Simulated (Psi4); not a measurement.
Interaction energy of C4H4O ··· C4H5N (SMILES c1ccoc1 and c1cc[nH]c1). Monomers: optimised at B3LYP-D3(BJ) (def2-TZVP), held rigid. Orientation: lowest of the rigid-body minima from ten starts at GFN2-xTB. Only R, the distance of the centres of mass, is varied, so the lowest point isn't the relaxed dimer.

Computed with SAPT0/jun-cc-pVDZ, frozen core (Psi4).

Components in kcal/mol:

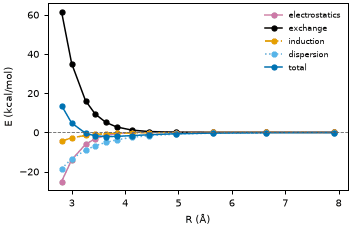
Fig. 1. Components of the interaction energy.

| R / Å | electrostatics | exchange | induction | dispersion | total |
|---|---|---|---|---|---|
| 2.81 | -25.09 | 61.58 | -4.41 | -18.42 | 13.66 |
| 3.00 | -13.96 | 35.10 | -2.80 | -13.54 | 4.80 |
| 3.26 | -6.06 | 16.14 | -1.53 | -9.00 | -0.44 |
| 3.44 | -3.27 | 9.39 | -1.01 | -6.83 | -1.72 |
| 3.64 | -1.54 | 5.13 | -0.65 | -5.07 | -2.12 |
| 3.84 | -0.62 | 2.80 | -0.43 | -3.79 | -2.03 |
| 4.13 | -0.03 | 1.16 | -0.25 | -2.52 | -1.64 |
| 4.45 | 0.16 | 0.44 | -0.15 | -1.64 | -1.19 |
| 4.95 | 0.17 | 0.09 | -0.07 | -0.88 | -0.69 |
| 5.64 | 0.08 | 0.01 | -0.03 | -0.40 | -0.34 |
| 6.65 | 0.01 | 0.00 | -0.01 | -0.15 | -0.15 |
| 7.92 | -0.01 | 0.00 | 0.00 | -0.05 | -0.07 |
